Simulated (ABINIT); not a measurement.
# Quasiparticle gap of SiO2 (Quartz) in ABINIT, part 2 of 3

How does a plane-wave GW calculation on SiO2 (Quartz) run from the first input to the gap?

ABINIT 10.8.3; LDA and many-body steps on it, plane waves. Known limits of the many-body steps: not at the basis limit; coarse k mesh.

So far. Step 2 (Ground state): The gap is indirect, with the least direct gap 0.32 eV higher.

## 3. Bands along the symmetry lines

Level of this step: DFT, LDA, plane waves, norm-conserving pseudopotentials (ABINIT).

The cheap functional maps the bands first; the places of the edges decide which points the dearer methods must see.

Contents of run.abi:

```
acell 3*1.0 Angstrom
rprim 
  4.915799999986 0.000000000003 0.000000000000
  -2.457899999996 4.257207679910 0.000000000000
  0.000000000000 0.000000000000 5.409100000000
ntypat 2
znucl 14 8
natom 9
typat 1 1 1 2 2 2 2 2 2
xred 
  0.530300000000 0.000000000000 0.333333333333
  0.000000000000 0.530300000000 0.666666666667
  0.469700000000 0.469700000000 -0.000000000000
  0.146200000000 0.414200000000 0.881000000000
  0.585800000000 0.732000000000 0.214333333333
  0.268000000000 0.853800000000 0.547666666667
  0.414200000000 0.146200000000 0.119000000000
  0.732000000000 0.585800000000 0.785666666667
  0.853800000000 0.268000000000 0.452333333333
pp_dirpath "pseudos"
pseudos "Si.upf, O.upf"
ecut 36
iscf -2
irdden 1
kptopt 0
nkpt 39
kpt 
  0.00000000 0.00000000 0.00000000
  0.12500000 0.00000000 0.00000000
  0.25000000 0.00000000 0.00000000
  0.37500000 0.00000000 0.00000000
  0.50000000 0.00000000 0.00000000
  0.45833333 0.08333333 0.00000000
  0.41666666 0.16666666 0.00000000
  0.37500000 0.25000000 0.00000000
  0.33333333 0.33333333 0.00000000
  0.25000000 0.25000000 0.00000000
  0.16666666 0.16666666 0.00000000
  0.08333333 0.08333333 0.00000000
  0.00000000 0.00000000 0.00000000
  0.00000000 0.00000000 0.12500000
  0.00000000 0.00000000 0.25000000
  0.00000000 0.00000000 0.37500000
  0.00000000 0.00000000 0.50000000
  0.12500000 0.00000000 0.50000000
  0.25000000 0.00000000 0.50000000
  0.37500000 0.00000000 0.50000000
  0.50000000 0.00000000 0.50000000
  0.45833333 0.08333333 0.50000000
  0.41666666 0.16666666 0.50000000
  0.37500000 0.25000000 0.50000000
  0.33333333 0.33333333 0.50000000
  0.25000000 0.25000000 0.50000000
  0.16666666 0.16666666 0.50000000
  0.08333333 0.08333333 0.50000000
  0.00000000 0.00000000 0.50000000
  0.50000000 0.00000000 0.50000000
  0.50000000 0.00000000 0.37500000
  0.50000000 0.00000000 0.25000000
  0.50000000 0.00000000 0.12500000
  0.50000000 -0.00000000 0.00000000
  0.33333333 0.33333333 0.50000000
  0.33333333 0.33333333 0.37500000
  0.33333333 0.33333333 0.25000000
  0.33333333 0.33333333 0.12500000
  0.33333333 0.33333333 0.00000000
istwfk *1
nband 37
nbdbuf 8
tolwfr 1e-07
nstep 50
prtwf 0
prtvol 0
indata_prefix "in"
outdata_prefix "out"
tmpdata_prefix "tmp"
```

The run is started by

```sh
OMP_NUM_THREADS=1 mpirun -n 4 abinit run.abi > log
```

Numbers of over 12 decimals in the logs are rounded to 6 here.

What it wrote:

```text
.Version 10.8.3 of ABINIT. v10.8.2 released Aug 2026.

 Symmetries : space group P3_1 2 1 (#152); Bravais hP (primitive hexag.)
[... echo of the input left out ...]
== DATASET  1 ==================================================================
-   mpi_nproc: 4, omp_nthreads: 1 (-1 if OMP is not activated)

--- !DatasetInfo
iteration_state: {dtset: 1, }
dimensions: {natom: 9, nkpt: 39, mband: 37, nsppol: 1, nspinor: 1, nspden: 1, mpw: 7935, }
cutoff_energies: {ecut:  36.0, pawecutdg:  -1.0, }
electrons: {nelect:   4.80000000E+01, charge:   0.00000000E+00, occopt:   1.00000000E+00, tsmear:   1.00000000E-02, }

 Real(R)+Recip(G) space primitive vectors, cartesian coordinates (Bohr,Bohr^-1):
 R(1)=  9.2895157  0.0000000  0.0000000  G(1)=  0.1076482  0.0621507  0.0000000
 R(2)= -4.6447578  8.0449566  0.0000000  G(2)=  0.0000000  0.1243015  0.0000000
 R(3)=  0.0000000  0.0000000 10.2217176  G(3)=  0.0000000  0.0000000  0.0978309
 Unit cell volume ucvol=  7.6390729E+02 bohr^3
 Angles (23,13,12)=  9.00000000E+01  9.00000000E+01  1.20000000E+02 degrees

 getcut: wavevector=  0.0000  0.0000  0.0000  ngfft=  54  54  60
         ecut(hartree)=     36.000   => boxcut(ratio)=   2.15270

--- Pseudopotential description ------------------------------------------------
- Si Generated using ONCVPSP code by D. R. Hamann
- 14.00000   4.00000  180309                  znucl, zion, pspdat
12 -1012 2 -1 1510                            pspcod,pspxc,lmax,lloc,mmax
     nproj     2     2     2
  pspatm : epsatm=    6.67003958
         --- l  ekb(1:nproj) -->
             0    5.565958    0.856966
             1    2.726111    0.629828
             2   -2.124804   -0.444604
 pspatm: atomic psp has been read  and splines computed

- O Generated using ONCVPSP code by D. R. Hamann
-  8.00000   6.00000  201201                  znucl, zion, pspdat
12 -1012 2 -1 926                             pspcod,pspxc,lmax,lloc,mmax
     nproj     2     2     1
  pspatm : epsatm=    6.27558587
         --- l  ekb(1:nproj) -->
[...]
2   -1.033686
 pspatm: atomic psp has been read  and splines computed

--------------------------------------------------------------------------------

================================================================================
 prteigrs : about to open file out_EIG
 Non-SCF case, kpt    1 (  0.00000  0.00000  0.00000), residuals and eigenvalues=
  1.66E-08  1.54E-08  7.24E-08  1.26E-08  1.20E-08  5.95E-08  2.38E-08  9.53E-08
  3.90E-08  8.09E-08  1.41E-08  1.67E-08  4.39E-08  9.52E-08  3.61E-08  4.17E-08
  3.93E-08  8.87E-08  6.48E-08  2.27E-08  3.24E-08  8.73E-08  2.43E-08  7.37E-08
[...]
7.48E-06  2.44E-05  7.86E-05  6.37E-04  1.65E-03
 -6.9890E-01 -6.4078E-01 -6.4078E-01 -6.1613E-01 -6.1455E-01 -6.1455E-01
 -3.0057E-01 -3.0057E-01 -1.9753E-01 -1.9667E-01 -1.9047E-01 -1.9047E-01
[...]
4.7193E-01

--- !ResultsGS
iteration_state: {dtset: 1, }
comment   : Summary of ground state results
lattice_vectors:
- [  9.2895157,   0.0000000,   0.0000000, ]
- [ -4.6447578,   8.0449566,   0.0000000, ]
- [  0.0000000,   0.0000000,  10.2217176, ]
lattice_lengths: [   9.28952,    9.28952,   10.22172, ]
lattice_angles: [ 90.000,  90.000, 120.000, ] # degrees, (23, 13, 12)
lattice_volume:   7.6390729E+02
convergence: {deltae:  0.000E+00, res2:  0.000E+00, residm:  9.994E-08, diffor:  0.000E+00, }
etotal    :  -1.12309965E+02
entropy   :   0.00000000E+00
fermie    :   4.34510667E-03
cartesian_stress_tensor: null
pressure_GPa: null
xred      :
- [  5.3030E-01,   2.5857E-29,   3.3333E-01, Si]
- [ -2.2564E-18,   5.3030E-01,   6.6667E-01, Si]
- [  4.6970E-01,   4.6970E-01,   1.3878E-16, Si]
- [  1.4620E-01,   4.1420E-01,   8.8100E-01,  O]
- [  5.8580E-01,   7.3200E-01,   2.1433E-01,  O]
- [  2.6800E-01,   8.5380E-01,   5.4767E-01,  O]
- [  4.1420E-01,   1.4620E-01,   1.1900E-01,  O]
- [  7.3200E-01,   5.8580E-01,   7.8567E-01,  O]
- [  8.5380E-01,   2.6800E-01,   4.5233E-01,  O]
cartesian_forces: null
force_length_stats: {min: null, max: null, mean: null, }

 Integrated electronic density in atomic spheres:
 ------------------------------------------------
 Atom  Sphere_radius  Integrated_density
[...]
================================================================================

 ----iterations are completed or convergence reached----

 Mean square residual over all n,k,spin=   48.266E-09; max=  99.938E-09
 reduced coordinates (array xred) for    9 atoms
[...]
0.732000000000      0.585800000000      0.785666666667
       0.853800000000      0.268000000000      0.452333333333

 cartesian coordinates (angstrom) at end:
    1      2.606849     1.59e-12     1.803033
    2     -1.303424     2.257597     3.606067
    3      1.154476     1.999610     0.000000
[...]
8      2.158528     2.493872     4.249750
    9      3.538393     1.140932     2.446716
 length scales=  1.889726125908  1.889726125908  1.889726125908 bohr
              =  1.000000000000  1.000000000000  1.000000000000 angstroms
 prteigrs : about to open file out_EIG
 Eigenvalues (hartree) for nkpt=  39  k points:
 kpt#   1, nband= 37, wtk=  1.00000, kpt=  0.0000  0.0000  0.0000 (reduced coord)
[...]
kpt#   2, nband= 37, wtk=  1.00000, kpt=  0.1250  0.0000  0.0000 (reduced coord)
[...]
kpt#   3, nband= 37, wtk=  1.00000, kpt=  0.2500  0.0000  0.0000 (reduced coord)
[...]
kpt#  38, nband= 37, wtk=  1.00000, kpt=  0.3333  0.3333  0.1250 (reduced coord)
[...]
0.42915    0.44502    0.45200    0.47253    0.47372
 kpt#  39, nband= 37, wtk=  1.00000, kpt=  0.3333  0.3333  0.0000 (reduced coord)
[...]
-0.07224   -0.06592   -0.05972   -0.04158   -0.04158   -0.01177   -0.01177    0.00435
   0.32405    0.32405    0.34157    0.37671    0.38067    0.38067    0.39601    0.39601
   0.43820    0.44260    0.46911    0.46974    0.47193

== END DATASET(S) ==============================================================
================================================================================

 -outvars: echo values of variables after computation  --------
            nband          37
             nkpt          39
          spgroup         152
 [... the other variables as echoed above ...]

 Calculation completed.
```

It took 57 s on 4 MPI ranks of Arm Neoverse V1, shared host; peak memory 0.48 GiB.

This step gave:

```
gap                        : 5.801 eV
k of the valence top       : 0.3333, 0.3333, 0
k of the conduction bottom : 0, 0, 0
least direct gap           : 6.126 eV
```

The gap is 5.801 eV, as in the run before at this level.

Electronic bands along the path, in eV, zero at the top of the highest filled band:

| point | band 21 | band 22 | band 23 | band 24 | band 25 | band 26 | band 27 | band 28 |
| --- | --- | --- | --- | --- | --- | --- | --- | --- |
| Γ | -1.01 | -0.69 | -0.32 | -0.32 | 5.80 | 9.04 | 9.04 | 9.51 |
| M | -1.06 | -0.79 | -0.27 | -0.03 | 8.05 | 8.76 | 9.45 | 9.49 |
| K | -1.25 | -0.44 | -0.44 | 0.00 | 8.70 | 8.70 | 9.18 | 10.13 |
| Γ | -1.01 | -0.69 | -0.32 | -0.32 | 5.80 | 9.04 | 9.04 | 9.51 |
| A | -1.23 | -0.21 | -0.21 | -0.09 | 7.73 | 7.73 | 8.73 | 9.50 |
| L | -0.90 | -0.84 | -0.61 | -0.19 | 8.79 | 9.21 | 9.37 | 9.50 |
| H | -0.95 | -0.78 | -0.60 | -0.60 | 8.90 | 9.51 | 9.51 | 9.86 |
| A | -1.23 | -0.21 | -0.21 | -0.09 | 7.73 | 7.73 | 8.73 | 9.50 |
| jump to L | -0.90 | -0.84 | -0.61 | -0.19 | 8.79 | 9.21 | 9.37 | 9.50 |
| M | -1.06 | -0.79 | -0.27 | -0.03 | 8.05 | 8.76 | 9.45 | 9.49 |
| jump to H | -0.95 | -0.78 | -0.60 | -0.60 | 8.90 | 9.51 | 9.51 | 9.86 |
| K | -1.25 | -0.44 | -0.44 | 0.00 | 8.70 | 8.70 | 9.18 | 10.13 |

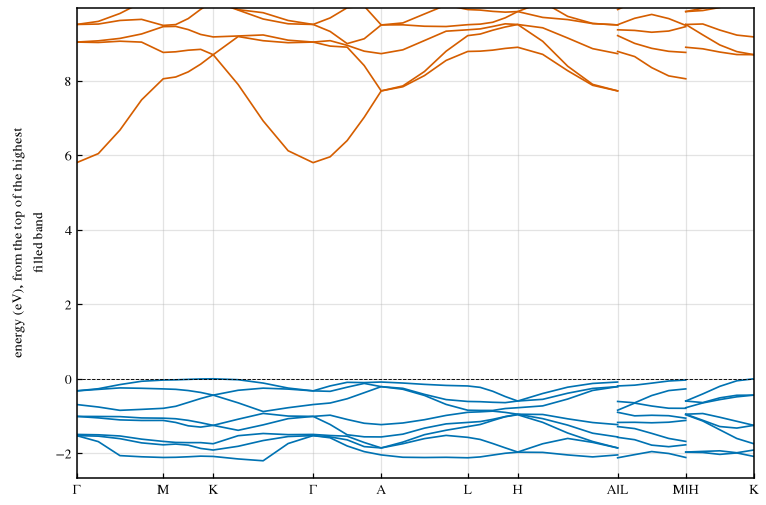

Electronic bands along the path; lines of filled and empty bands in two colours.

## 4. Empty states on the mesh, 3×3×2 mesh, 195 bands

The sums over transitions need many empty states on a uniform mesh; this step solves for them.

Contents of run.abi:

```
acell 3*1.0 Angstrom
rprim 
  4.915799999986 0.000000000003 0.000000000000
  -2.457899999996 4.257207679910 0.000000000000
  0.000000000000 0.000000000000 5.409100000000
ntypat 2
znucl 14 8
natom 9
typat 1 1 1 2 2 2 2 2 2
xred 
  0.530300000000 0.000000000000 0.333333333333
  0.000000000000 0.530300000000 0.666666666667
  0.469700000000 0.469700000000 -0.000000000000
  0.146200000000 0.414200000000 0.881000000000
  0.585800000000 0.732000000000 0.214333333333
  0.268000000000 0.853800000000 0.547666666667
  0.414200000000 0.146200000000 0.119000000000
  0.732000000000 0.585800000000 0.785666666667
  0.853800000000 0.268000000000 0.452333333333
pp_dirpath "pseudos"
pseudos "Si.upf, O.upf"
ecut 36
ngkpt 3 3 2
nshiftk 1
shiftk 0 0 0
kptopt 1
chksymbreak 0
iscf -2
irdden 1
istwfk *1
nband 195
nbdbuf 16
tolwfr 1e-09
nstep 60
prtvol 0
indata_prefix "in"
outdata_prefix "out"
tmpdata_prefix "tmp"
```

What it wrote:

```text
.Version 10.8.3 of ABINIT. v10.8.2 released Aug 2026.

 Symmetries : space group P3_1 2 1 (#152); Bravais hP (primitive hexag.)
[... echo of the input left out ...]
== DATASET  1 ==================================================================
-   mpi_nproc: 4, omp_nthreads: 1 (-1 if OMP is not activated)

--- !DatasetInfo
iteration_state: {dtset: 1, }
dimensions: {natom: 9, nkpt: 6, mband: 195, nsppol: 1, nspinor: 1, nspden: 1, mpw: 7935, }
cutoff_energies: {ecut:  36.0, pawecutdg:  -1.0, }
electrons: {nelect:   4.80000000E+01, charge:   0.00000000E+00, occopt:   1.00000000E+00, tsmear:   1.00000000E-02, }

 Real(R)+Recip(G) space primitive vectors, cartesian coordinates (Bohr,Bohr^-1):
 R(1)=  9.2895157  0.0000000  0.0000000  G(1)=  0.1076482  0.0621507  0.0000000
 R(2)= -4.6447578  8.0449566  0.0000000  G(2)=  0.0000000  0.1243015  0.0000000
 R(3)=  0.0000000  0.0000000 10.2217176  G(3)=  0.0000000  0.0000000  0.0978309
 Unit cell volume ucvol=  7.6390729E+02 bohr^3
 Angles (23,13,12)=  9.00000000E+01  9.00000000E+01  1.20000000E+02 degrees

 getcut: wavevector=  0.0000  0.0000  0.0000  ngfft=  54  54  60
         ecut(hartree)=     36.000   => boxcut(ratio)=   2.15270

--- Pseudopotential description ------------------------------------------------
- Si Generated using ONCVPSP code by D. R. Hamann
- 14.00000   4.00000  180309                  znucl, zion, pspdat
12 -1012 2 -1 1510                            pspcod,pspxc,lmax,lloc,mmax
     nproj     2     2     2
  pspatm : epsatm=    6.67003958
         --- l  ekb(1:nproj) -->
             0    5.565958    0.856966
             1    2.726111    0.629828
             2   -2.124804   -0.444604
 pspatm: atomic psp has been read  and splines computed

- O Generated using ONCVPSP code by D. R. Hamann
-  8.00000   6.00000  201201                  znucl, zion, pspdat
12 -1012 2 -1 926                             pspcod,pspxc,lmax,lloc,mmax
     nproj     2     2     1
  pspatm : epsatm=    6.27558587
         --- l  ekb(1:nproj) -->
[...]
2   -1.033686
 pspatm: atomic psp has been read  and splines computed

--------------------------------------------------------------------------------

================================================================================
 prteigrs : about to open file out_EIG
 Non-SCF case, kpt    1 (  0.00000  0.00000  0.00000), residuals and eigenvalues=
  7.92E-11  2.19E-10  4.25E-10  6.28E-10  5.62E-10  9.56E-10  4.42E-11  3.90E-10
  1.22E-10  3.27E-10  6.41E-11  2.24E-10  5.44E-11  2.06E-10  2.70E-10  2.90E-10
  1.54E-10  3.29E-10  1.42E-10  1.86E-10  2.46E-10  1.91E-10  1.32E-10  2.26E-10
[...]
-6.9890E-01 -6.4078E-01 -6.4078E-01 -6.1613E-01 -6.1455E-01 -6.1455E-01
 -3.0057E-01 -3.0057E-01 -1.9753E-01 -1.9667E-01 -1.9047E-01 -1.9047E-01
 -1.0555E-01 -1.0555E-01 -9.5939E-02 -8.6673E-02 -5.1708E-02 -5.1708E-02
[...]
2.4871E+00  2.4893E+00  2.4893E+00  2.4962E+00  2.5440E+00  2.5440E+00
  2.5755E+00  2.5783E+00  2.5927E+00  2.5947E+00  2.5947E+00  2.5987E+00
[...]
prteigrs : prtvol=0 or 1, do not print more k-points.

--- !ResultsGS
iteration_state: {dtset: 1, }
comment   : Summary of ground state results
lattice_vectors:
- [  9.2895157,   0.0000000,   0.0000000, ]
- [ -4.6447578,   8.0449566,   0.0000000, ]
- [  0.0000000,   0.0000000,  10.2217176, ]
lattice_lengths: [   9.28952,    9.28952,   10.22172, ]
lattice_angles: [ 90.000,  90.000, 120.000, ] # degrees, (23, 13, 12)
lattice_volume:   7.6390729E+02
convergence: {deltae:  0.000E+00, res2:  0.000E+00, residm:  9.973E-10, diffor:  0.000E+00, }
etotal    :  -1.12309965E+02
entropy   :   0.00000000E+00
fermie    :   4.34510667E-03
cartesian_stress_tensor: null
pressure_GPa: null
xred      :
- [  5.3030E-01,   2.5857E-29,   3.3333E-01, Si]
- [ -2.2564E-18,   5.3030E-01,   6.6667E-01, Si]
- [  4.6970E-01,   4.6970E-01,   1.3878E-16, Si]
- [  1.4620E-01,   4.1420E-01,   8.8100E-01,  O]
- [  5.8580E-01,   7.3200E-01,   2.1433E-01,  O]
- [  2.6800E-01,   8.5380E-01,   5.4767E-01,  O]
- [  4.1420E-01,   1.4620E-01,   1.1900E-01,  O]
- [  7.3200E-01,   5.8580E-01,   7.8567E-01,  O]
- [  8.5380E-01,   2.6800E-01,   4.5233E-01,  O]
cartesian_forces: null
force_length_stats: {min: null, max: null, mean: null, }

 Integrated electronic density in atomic spheres:
 ------------------------------------------------
 Atom  Sphere_radius  Integrated_density
[...]
================================================================================

 ----iterations are completed or convergence reached----

 Mean square residual over all n,k,spin=   32.603E-11; max=  99.733E-11
 reduced coordinates (array xred) for    9 atoms
[...]
0.853800000000      0.268000000000      0.452333333333

 cartesian coordinates (angstrom) at end:
    1      2.606849     1.59e-12     1.803033
    2     -1.303424     2.257597     3.606067
    3      1.154476     1.999610     0.000000
[...]
8      2.158528     2.493872     4.249750
    9      3.538393     1.140932     2.446716
 length scales=  1.889726125908  1.889726125908  1.889726125908 bohr
              =  1.000000000000  1.000000000000  1.000000000000 angstroms
 prteigrs : about to open file out_EIG
 Eigenvalues (hartree) for nkpt=   6  k points:
 kpt#   1, nband=195, wtk=  0.05556, kpt=  0.0000  0.0000  0.0000 (reduced coord)
[...]
2.46522    2.47843    2.47843    2.48054    2.48708    2.48930    2.48930    2.49618
   2.54401    2.54401    2.57554    2.57832    2.59270    2.59472    2.59474    2.59867
   2.59872    2.63397    2.63686
 prteigrs : prtvol=0 or 1, do not print more k-points.

== END DATASET(S) ==============================================================
================================================================================

 -outvars: echo values of variables after computation  --------
            nband         195
             nkpt           6
          spgroup         152
 [... the other variables as echoed above ...]

 Calculation completed.
```

Elapsed: 2.2 min, on 4 MPI ranks; peak memory 0.49 GiB; 8.9 min of CPU time.

This step gave:

* gap: 5.801 eV
* k of the valence top: 0.3333, 0.3333, 0
* k of the conduction bottom: 0, 0, 0
* least direct gap: 6.126 eV
* k points computed: 6
* lowest point of the top converged band, above the valence top: 66.2388 eV

On this mesh the gap is 5.801 eV.

(Part 2 of 3 ends here.)

[Paths, hosts, dates, memory and timing lines, banners, echoed tables and standing remarks are left out of the program output.]

[Logs are printed without paths, hosts, clocks, repeated set-up lines and the standing remarks that a program may print on its own settings, such as how far it seeks lower states.]

[Runs of the session that timed out or met a known fault of the program may be left out.]

[Hosts, paths, dates, database ids (printed as entryN), source tags and the programs' standing remarks are cut or masked in the printed files.]

[G0W0 gaps are taken among the corrected bands and points alone; a level outside them can change the order at an edge.]

[Where Ansatz stands beside ABINIT at settings called matched, ABINIT's density can come from a denser mesh and the files from another edition; pairs whose starting gaps differed by over 0.03 eV were left out, so agreement reads better than it is.]
